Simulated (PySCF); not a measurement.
# C2H4ClFSi (SMILES F[C@@H]1[SiH2][C@H]1Cl) at B3LYP/def2-SVP

What is the vertical singlet–triplet gap of C2H4ClFSi at B3LYP/def2-SVP? Input form: a Python script.

Program for the calculation: PySCF 2.14.0.

### Step 1. Starting point

The species is C2H4ClFSi (9 atoms), meant as a singlet with charge 0. SMILES: `F[C@@H]1[SiH2][C@H]1Cl`. The coordinates come from a GFN2-xTB relaxation.

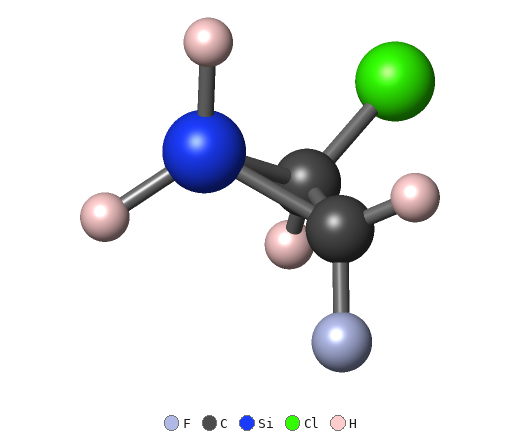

The structure, seen from a chosen angle (fluorine light blue, carbon dark grey, silicon blue, chlorine green, hydrogen pink).

### Step 2. A single-point energy at B3LYP/def2-SVP

input.xyz reads:

```xyz
9
C2H4ClFSi
F     -1.146210    -1.396840    -0.980760
C     -0.277360    -0.348020    -0.817670
Si     1.036230    -0.380250     0.558970
C     -0.602730     0.568190     0.356790
Cl    -0.651210     2.295620    -0.007660
H     -0.114880     0.123440    -1.781960
H      2.252310     0.350340     0.279930
H      0.990670    -1.500820     1.474050
H     -1.486840     0.288330     0.918300
```

run.py reads:

```python
from pyscf import gto, dft

mol = gto.M(
    atom='input.xyz',
    max_memory=1860,
    charge=0,
    verbose=3,
    spin=0,
    basis='def2-svp',
)

mf = dft.RKS(mol)
mf.xc = 'b3lyp'
mf.conv_tol = 1e-10
mf.grids.level = 4
mf.kernel()
if not mf.converged:
    mf = mf.newton().run(mf.mo_coeff, mf.mo_occ)

e_final = mf.e_tot
print('E(%s) = %.9f' % ('B3LYP', e_final))
```

Launch:

```bash
$ OMP_NUM_THREADS=1 python run.py
```

What it wrote:

```text
converged SCF energy = -927.743547473065
E(B3LYP) = -927.743547473
```

Run time: 20 s. Hardware: 1 thread of Arm Neoverse V1, shared host; peak memory 0.51 GiB.

### Step 3. The triplet at the same level

job.py reads:

```python
from pyscf import gto, dft

mol = gto.M(
    atom='''
F       -1.146210      -1.396840      -0.980760
C       -0.277360      -0.348020      -0.817670
Si       1.036230      -0.380250       0.558970
C       -0.602730       0.568190       0.356790
Cl      -0.651210       2.295620      -0.007660
H       -0.114880       0.123440      -1.781960
H        2.252310       0.350340       0.279930
H        0.990670      -1.500820       1.474050
H       -1.486840       0.288330       0.918300
''',
    basis='def2-svp',
    verbose=3,
    spin=2,
    max_memory=1860,
    charge=0,
)

mf = dft.UKS(mol, xc='b3lyp')
mf.conv_tol = 1e-10
mf.grids.level = 4
mf.kernel()
if not mf.converged:
    mf = mf.newton().run(mf.mo_coeff, mf.mo_occ)

energy = mf.e_tot
print(f'total energy: {energy:.8f} hartree')
```

Launch:

```bash
$ OMP_NUM_THREADS=1 python job.py
```

What it wrote:

```text
WARN: HOMO -0.0614762279453882 >= LUMO -0.266749136992954

WARN: HOMO -0.0878051244128528 >= LUMO -0.185960939203127

WARN: HOMO -0.0685958302435852 >= LUMO -0.189799644506313

WARN: HOMO -0.0796335592633124 >= LUMO -0.197953511323218

WARN: HOMO -0.085161625927419 >= LUMO -0.19723664326973

WARN: HOMO -0.0847835171418243 >= LUMO -0.193688485870414

WARN: HOMO -0.086131296795509 >= LUMO -0.193768933911911

WARN: HOMO -0.0874858368278524 >= LUMO -0.194045710772544

WARN: HOMO -0.0875094360276032 >= LUMO -0.193814062797378

WARN: HOMO -0.0874471239882069 >= LUMO -0.193947751206134

WARN: HOMO -0.0875009207335018 >= LUMO -0.194023886382526

WARN: HOMO -0.0873906914598304 >= LUMO -0.194012156666357

WARN: HOMO -0.0874708458940439 >= LUMO -0.194050934469436

WARN: HOMO -0.0874443863724168 >= LUMO -0.194003063882558

WARN: HOMO -0.0874690091060288 >= LUMO -0.194026222407963

WARN: HOMO -0.0874521653015186 >= LUMO -0.194019357333637

WARN: HOMO -0.0874556861193843 >= LUMO -0.194019222610817

WARN: HOMO -0.0874566825039791 >= LUMO -0.194020345808839

WARN: HOMO -0.0874570110554869 >= LUMO -0.194019955619005

WARN: HOMO -0.0874569683162902 >= LUMO -0.194020138532022

converged SCF energy = -927.571547435642  <S^2> = 2.0079397  2S+1 = 3.0052885
total energy: -927.57154744 hartree
```

Run time: 58 s. Hardware: 1 thread of Arm Neoverse V1, shared host; peak memory 0.53 GiB.

### Step 4. Outcome

At B3LYP/def2-SVP:

| quantity | value |
| --- | --- |
| singlet: total energy | -927.74355 Eh |
| singlet: dipole moment | 1.84 D |
| singlet: HOMO energy | -6.86 eV |
| singlet: LUMO energy | -0.40 eV |
| singlet: HOMO–LUMO gap | 6.46 eV |
| triplet: total energy | -927.57155 Eh |
| triplet: dipole moment | 1.00 D |
| triplet: HOMO energy (highest over α and β) | -2.38 eV |
| triplet: ⟨S²⟩ | 2.008 |
| vertical energy of the triplet above the singlet | 4.680 eV |

At this shape the triplet lies 4.68 eV (108 kcal/mol) above the singlet. Mulliken charges (singlet) run from -0.25 on F1 to +0.36 on Si3. Mulliken charges (triplet) run from -0.21 on F1 to +0.19 on C2.
